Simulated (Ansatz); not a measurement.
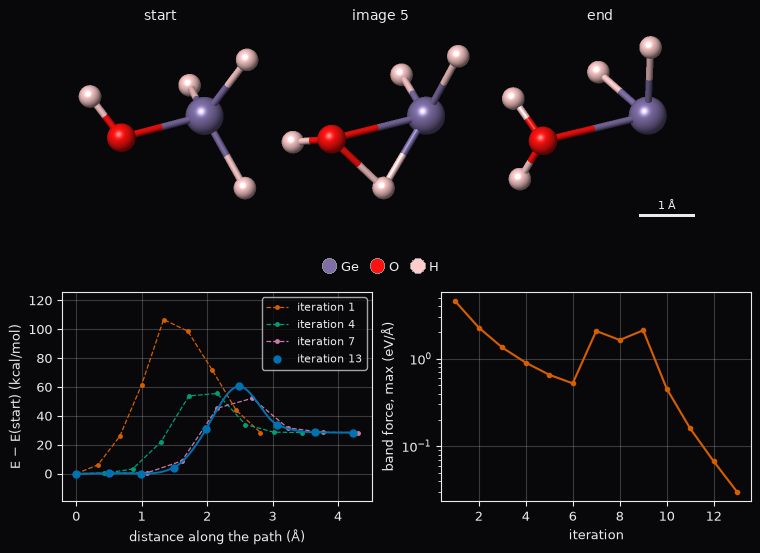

A nudged-elastic-band calculation for GeH4O. Images are numbered from 0 (start) to 8 (end). The plot follows the band through its iterations. Style: ball-and-stick. Shown at a tilt.

The calculation used Ansatz, RKS PBE0-D4/def2-mTZVP.

The input:
```yaml
crystal:
  periodic: [false, false, false]
  atoms:
    - { symbol: Ge, position_ang: [0.316885, -0.018181, 0.051961] }
    - { symbol: O, position_ang: [0.660081, -0.11275, 1.803157] }
    - { symbol: H, position_ang: [-0.137537, -0.174232, 2.338501] }
    - { symbol: H, position_ang: [1.70179, 0.05409, -0.598891] }
    - { symbol: H, position_ang: [-0.514691, 1.242255, -0.260731] }
    - { symbol: H, position_ang: [-0.453329, -1.272583, -0.407596] }
basis:
  gaussian: { orbitals: def2-mTZVP }
hamiltonian:
  xc: pbe0
  dispersion: d4
neb:
  order_check: false
  images: 7
  f_tol: 0.05
  max_iterations: 60
  spring: 50.0
  final_atoms:
    - { symbol: Ge, position_ang: [0.03599801, 0.2929649, -0.78846802] }
    - { symbol: O, position_ang: [1.05755192, 0.15977464, 1.20079458] }
    - { symbol: H, position_ang: [0.41745559, -0.2704207, 1.78315706] }
    - { symbol: H, position_ang: [1.78663486, -0.46745979, 1.11011544] }
    - { symbol: H, position_ang: [-1.08498593, 1.11366928, 0.00082108] }
    - { symbol: H, position_ang: [-0.63945545, -1.10992933, -0.38001914] }
  initial_path:
    images:
      - { positions_ang: [[0.316885, -0.018181, 0.051961], [0.660081, -0.11275, 1.803157], [-0.137537, -0.174232, 2.338501], [1.70179, 0.05409, -0.598891], [-0.514691, 1.242255, -0.260731], [-0.453329, -1.272583, -0.407596]] }
      - { positions_ang: [[0.23792745, -0.01338567, 0.03885366], [0.77367903, -0.08519542, 1.75853021], [-0.05216759, -0.20160337, 2.2437517], [1.70370941, 0.04031199, -0.35439654], [-0.56772398, 1.24849947, -0.32458652], [-0.52222532, -1.270028, -0.43575151]] }
      - { positions_ang: [[0.15896989, -0.00859033, 0.02574632], [0.88727706, -0.05764085, 1.71390343], [0.03320183, -0.22897473, 2.1490024], [1.70562881, 0.02653398, -0.10990209], [-0.62075695, 1.25474393, -0.38844204], [-0.59112164, -1.267473, -0.46390702]] }
      - { positions_ang: [[0.08001234, -0.003795, 0.01263898], [1.00087508, -0.03008627, 1.66927664], [0.11857124, -0.2563461, 2.0542531], [1.70754822, 0.01275597, 0.13459237], [-0.67378993, 1.2609884, -0.45229756], [-0.66001795, -1.264918, -0.49206253]] }
      - { positions_ang: [[0.00105479, 0.00100034, -0.00046837], [1.11447311, -0.0025317, 1.62464986], [0.20394065, -0.28371746, 1.9595038], [1.70946762, -0.00102204, 0.37908683], [-0.7268229, 1.26723287, -0.51615308], [-0.72891427, -1.262363, -0.52021804]] }
      - { positions_ang: [[0.00979059, 0.07399148, -0.19746828], [1.10024281, 0.03804489, 1.51868604], [0.25731939, -0.28039327, 1.91541712], [1.72875943, -0.11763148, 0.56184398], [-0.81636366, 1.22884197, -0.38690954], [-0.70654957, -1.22425459, -0.48516832]] }
      - { positions_ang: [[0.0185264, 0.14698262, -0.39446819], [1.08601252, 0.07862147, 1.41272222], [0.31069812, -0.27706908, 1.87133043], [1.74805124, -0.23424092, 0.74460113], [-0.90590441, 1.19045107, -0.257666], [-0.68418486, -1.18614617, -0.45011859]] }
      - { positions_ang: [[0.0272622, 0.21997376, -0.59146811], [1.07178222, 0.11919806, 1.3067584], [0.36407686, -0.27374489, 1.82724375], [1.76734305, -0.35085035, 0.92735828], [-0.99544517, 1.15206018, -0.12842246], [-0.66182016, -1.14803775, -0.41506886]] }
      - { positions_ang: [[0.03599801, 0.2929649, -0.78846802], [1.05755192, 0.15977464, 1.20079458], [0.41745559, -0.2704207, 1.78315706], [1.78663486, -0.46745979, 1.11011544], [-1.08498593, 1.11366928, 0.00082108], [-0.63945545, -1.10992933, -0.38001914]] }
```

Run as
```bash
ansatz run input.yaml --threads 1 --pin off --max-ram 2048MiB --backend cpu --events-out ev --progress --plain --runs-dir out
```

Did the band converge, and can the barrier be trusted?

The run is converged, with reservations. The band converged in 13 iterations. The largest component of the band force went from 4.5 to 0.03 eV/Å. The climbing image converged on the top of the path. Its curvatures weren't checked. The spring constant is far from the usual few eV/Å², which spoils the spacing or the steps. The first iteration put the highest image at 106.8 kcal/mol. The energy climbs by 60.4 kcal/mol to image 5 and then falls by 32.0 kcal/mol, so the end point sits at +28.5 kcal/mol.

Cost: 2.8 min on 1 thread of Intel(R) Xeon(R) CPU @ 2.60GHz (Ice Lake), with other jobs on the host, peak memory 0.15 GiB.
